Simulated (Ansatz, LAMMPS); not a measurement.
## Neighbourhoods of single atoms in liquid Mg44Si45Fe11 (at. %) at 1500 K (62 atoms)

Density of this cell: 2.05 g/cm³. The cell holds 62 atoms: 27 Mg, 28 Si and 7 Fe. Its edges and angles: a = 11.404 Å, b = 11.404 Å, c = 11.404 Å, α = 90.0°, β = 90.0°, γ = 90.0°. 62 atoms (27 Mg, 28 Si, 7 Fe) placed at random at 2.32 g/cm³, melted at 2000 K for 10 ps at fixed volume with the MEAM Al-Si-Mg-Cu-Fe potential (Jelinek et al., Phys. Rev. B 85, 245102 (2012)). Snapshot at the end of a hold of 10 ps at 1500 K and zero pressure.

Computed with Ansatz 0.2.0: Kohn-Sham DFT, PBE, PAW (set soft_2), plane waves; cutoff 420 eV, Γ point, gaussian smearing of 0.05 eV, spin polarised, started with 7 parallel moments, ending at 10.8 μB in the cell. Geometry: the geometry as built.

The whole cell was solved; only parts of it are printed.

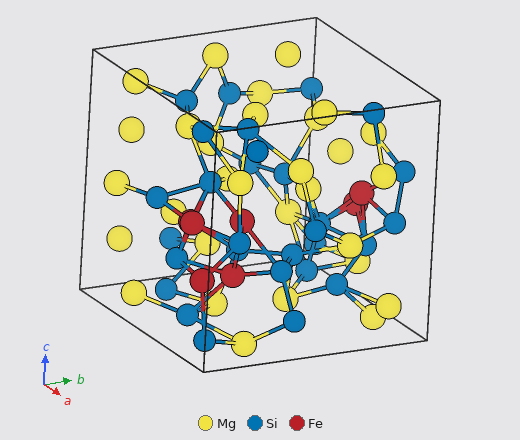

The whole cell (magnesium yellow, silicon blue, iron red). Bonds to atoms that aren't drawn are left out. Some periodic images of atoms are drawn too.

Local excerpt of 34 atoms (numbers count through the whole input) about Si43, which bears the longest force; x, y, z are measured from there.

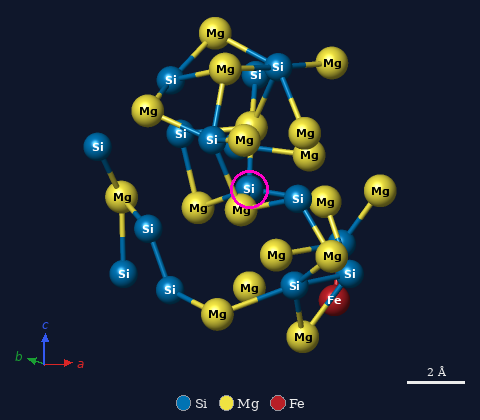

The atoms of the table, within 5.8 Å (arrows a, b, c point along x, y, z); some may hide others; the central atom is ringed.

```tsv
atom	x	y	z	distance (Å)	moment (μB)	Fx	Fy	Fz (eV/Å)
Si43	0.00	0.00	0.00	0.00	-0.01	1.55	2.10	0.21
Mg19	-1.27	-1.90	-0.42	2.33	-0.01	-1.34	-1.25	-0.82
Mg25	2.51	-1.07	-0.38	2.75	0.02	0.18	-0.35	-0.18
Mg21	0.92	1.81	1.93	2.80	0.00	-0.07	-2.19	-0.21
Mg16	-0.67	2.65	-1.04	2.93	0.00	0.75	-0.24	-0.35
Mg13	1.56	0.75	-2.54	3.08	-0.02	-0.30	0.14	-0.03
Mg24	1.14	-1.97	2.27	3.21	0.00	-0.43	0.05	0.17
Si30	-1.32	2.96	1.61	3.62	0.01	-0.85	0.01	0.04
Si42	-2.51	-1.88	2.14	3.80	-0.01	0.36	0.20	0.08
Si29	-3.72	0.54	-1.38	4.00	-0.01	0.49	-0.72	0.38
Si40	-0.15	-4.12	0.27	4.13	-0.03	-0.60	0.41	1.91
Si44	0.33	-3.15	-3.02	4.38	-0.03	-0.41	0.12	-0.36
Si50	1.01	0.04	4.37	4.48	-0.01	-0.28	-0.23	-0.42
Si48	1.56	4.10	0.91	4.49	-0.07	-0.20	0.52	-0.41
Si49	-3.11	-0.15	-3.51	4.69	-0.03	-0.25	0.06	-0.39
Si39	2.75	-2.73	-2.75	4.75	-0.01	0.15	0.01	-0.13
Si31	-2.54	1.49	3.81	4.81	-0.02	0.20	0.54	0.19
Mg6	-3.39	3.36	-0.65	4.82	-0.01	-0.60	-0.28	0.13
Mg3	3.86	2.96	0.66	4.91	-0.01	0.05	-0.33	-0.17
Mg10	-1.68	-1.05	4.56	4.97	0.00	0.30	0.04	0.10
Si47	4.41	1.22	-2.31	5.12	-0.03	-1.20	0.55	0.26
Si28	1.86	3.43	3.55	5.27	-0.04	0.02	1.00	0.79
Mg27	-4.33	-0.29	3.03	5.30	0.00	-0.88	0.70	-0.26
Mg26	5.36	0.21	-0.27	5.37	0.01	0.26	-0.53	1.34
Mg22	-2.50	-2.72	-4.03	5.47	0.00	-0.26	0.96	-0.53
Mg18	1.48	-1.71	-5.13	5.60	-0.01	0.04	-0.21	0.10
Mg7	3.54	0.80	4.32	5.64	-0.01	0.32	0.51	0.13
Si38	-4.99	2.24	1.38	5.65	-0.02	-0.06	-0.04	0.35
Mg1	-2.53	-4.40	2.51	5.67	0.00	0.49	-0.62	0.44
Mg17	0.64	-5.39	-1.65	5.67	-0.01	-0.43	-1.04	-0.59
Fe60	3.78	0.41	-4.21	5.67	1.37	-0.89	0.59	-0.56
Si51	-3.19	3.39	-3.44	5.79	-0.05	1.33	-0.43	-0.44
Mg14	1.95	3.54	-4.14	5.79	0.00	-1.27	-0.65	-0.08
Mg4	-0.45	2.22	5.33	5.79	0.01	0.14	0.50	0.20
```

The surroundings of Fe61, one of the 7 Fe atoms, nearest first, numbered as they follow in the input and with coordinates relative to it.

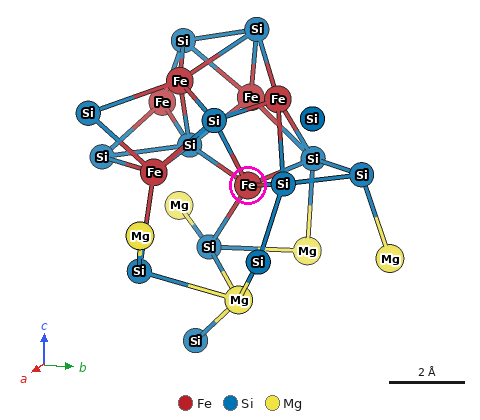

The atoms of the table, within 4.9 Å (arrows a, b, c point along x, y, z); some may hide others; the central atom is ringed.

```tsv
atom	x	y	z	distance (Å)	moment (μB)	Fx	Fy	Fz (eV/Å)
Fe61	0.00	0.00	0.00	0.00	1.87	-0.12	-1.63	-0.62
Si45	-1.82	1.22	0.41	2.23	-0.05	-1.30	0.44	-0.18
Si33	1.63	1.55	0.55	2.32	-0.01	0.56	0.64	0.31
Fe59	-0.55	0.66	2.30	2.46	1.80	-0.25	0.84	-0.04
Si51	1.33	-0.50	2.06	2.50	-0.05	1.33	-0.43	-0.44
Fe56	1.21	-2.25	0.47	2.60	2.21	-0.62	-0.06	-0.78
Si32	-1.38	-2.12	0.62	2.61	-0.05	0.92	-0.15	-2.03
Si35	-1.21	-1.51	-2.10	2.85	-0.04	0.92	-0.10	0.40
Mg15	1.12	0.12	-2.88	3.10	0.00	-0.15	0.41	0.49
Si53	-0.21	3.14	0.50	3.19	0.02	-0.22	-0.15	0.28
Fe57	-2.60	-0.81	1.76	3.24	1.43	0.77	1.61	0.05
Fe58	-0.33	-2.04	2.65	3.36	1.06	0.69	1.32	0.57
Mg2	-2.75	0.74	-2.39	3.72	0.00	0.56	0.38	0.31
Si31	1.97	-2.40	-2.09	3.75	-0.02	0.20	0.54	0.19
Si36	3.27	1.41	-1.23	3.77	0.00	-0.24	-0.20	-0.46
Si52	-1.80	-0.36	3.85	4.27	-0.04	0.18	-0.25	0.67
Mg5	-1.34	3.56	-2.04	4.32	0.00	-0.97	-0.70	-0.51
Si34	-0.58	-4.32	0.31	4.37	-0.01	0.83	0.20	0.21
Mg4	4.06	-1.67	-0.57	4.43	0.01	0.14	0.50	0.20
Si54	2.51	2.68	2.64	4.52	-0.02	0.34	-1.07	0.36
Si49	1.40	-4.04	2.00	4.72	-0.03	-0.25	0.06	-0.39
Mg7	-3.35	-3.09	-1.58	4.82	-0.01	0.32	0.51	0.13
Si38	-0.48	-1.65	-4.52	4.83	-0.02	-0.06	-0.04	0.35
Fe60	-3.11	-3.48	1.30	4.85	1.37	-0.89	0.59	-0.56
Si47	-2.48	-2.67	3.20	4.85	-0.03	-1.20	0.55	0.26
```

The surroundings of Mg18, picked at random, nearest first, numbered as they follow in the input and with coordinates relative to it.

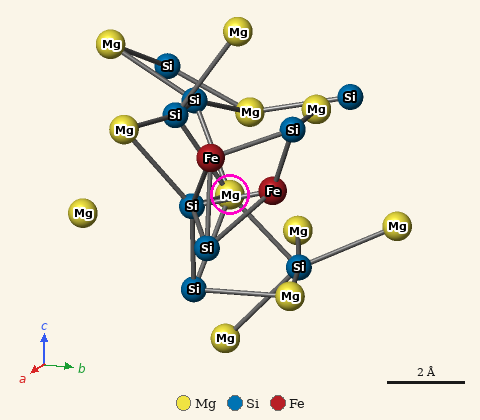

The atoms of the table, within 5.2 Å (arrows a, b, c point along x, y, z); some may hide others; the central atom is ringed.

```tsv
atom	x	y	z	distance (Å)	moment (μB)	Fx	Fy	Fz (eV/Å)
Mg18	0.00	0.00	0.00	0.00	-0.01	0.04	-0.21	0.10
Si50	-0.47	1.75	-1.91	2.63	-0.01	-0.28	-0.23	-0.42
Si41	2.77	0.04	0.41	2.80	-0.02	-0.43	-1.34	0.41
Si44	-1.15	-1.45	2.11	2.80	-0.03	-0.41	0.12	-0.36
Si39	1.27	-1.02	2.37	2.88	-0.01	0.15	0.01	-0.13
Si37	2.18	-0.15	-2.01	2.97	0.01	-0.29	-0.52	0.00
Fe60	2.30	2.11	0.92	3.26	1.37	-0.89	0.59	-0.56
Mg13	0.08	2.46	2.58	3.57	-0.02	-0.30	0.14	-0.03
Mg10	-3.16	0.65	-1.72	3.65	0.00	0.30	0.04	0.10
Mg7	2.06	2.50	-1.96	3.79	-0.01	0.32	0.51	0.13
Mg24	-0.34	-0.26	-4.00	4.03	0.00	-0.43	0.05	0.17
Mg9	0.06	-4.10	-0.90	4.20	-0.01	-0.15	0.38	0.02
Mg22	-3.98	-1.02	1.10	4.25	0.00	-0.26	0.96	-0.53
Mg4	-1.93	3.93	-0.95	4.48	0.01	0.14	0.50	0.20
Mg25	1.03	0.63	4.75	4.90	0.02	0.18	-0.35	-0.18
Si34	4.83	1.27	-0.07	5.00	-0.01	0.83	0.20	0.21
Si47	2.93	2.92	2.82	5.01	-0.03	-1.20	0.55	0.26
Mg11	4.04	-1.37	2.67	5.03	-0.02	0.05	-0.56	-0.11
Fe62	4.38	1.20	2.25	5.06	1.92	0.30	0.01	-0.23
Si49	-4.59	1.56	1.62	5.11	-0.03	-0.25	0.06	-0.39
Mg17	-0.84	-3.68	3.48	5.13	-0.01	-0.43	-1.04	-0.59
Si54	-3.48	-3.13	2.26	5.20	-0.02	0.34	-1.07	0.36
```

Length of the force by element:

```tsv
element	coordination	atoms	mean length of the force (eV/Å)	spread	least	most
Fe	all	7	1.23	0.482	0.376	1.79
Mg	all	27	0.825	0.525	0.234	2.20
Si	all	28	0.980	0.586	0.201	2.62
```

In the spin-polarised runs the search for a state of lower energy was switched off. The force components of 0.63 eV/Å r.m.s. hold both thermal displacement and the mismatch between the potential that made the cell and DFT. The network of bonds at the start is that of the classical potential that made the cell, and needn't be the one that DFT or experiment would give. The run was spin polarised, started with 7 parallel moments, ending at 10.8 μB in the cell; that starting order needn't be the real material's, and it bears on forces, charges and levels. The moments were started parallel, whereas the real liquid is a paramagnet at this temperature. Only the Γ point is sampled, in a cell whose shortest periodic width is 11 Å.

[Logs are printed without paths, hosts, clocks, repeated set-up lines and the standing remarks that a program may print on its own settings, such as how far it seeks lower states.]

[Hosts, paths, dates, database ids (printed as entryN), source tags and the programs' standing remarks are cut or masked in the printed files.]
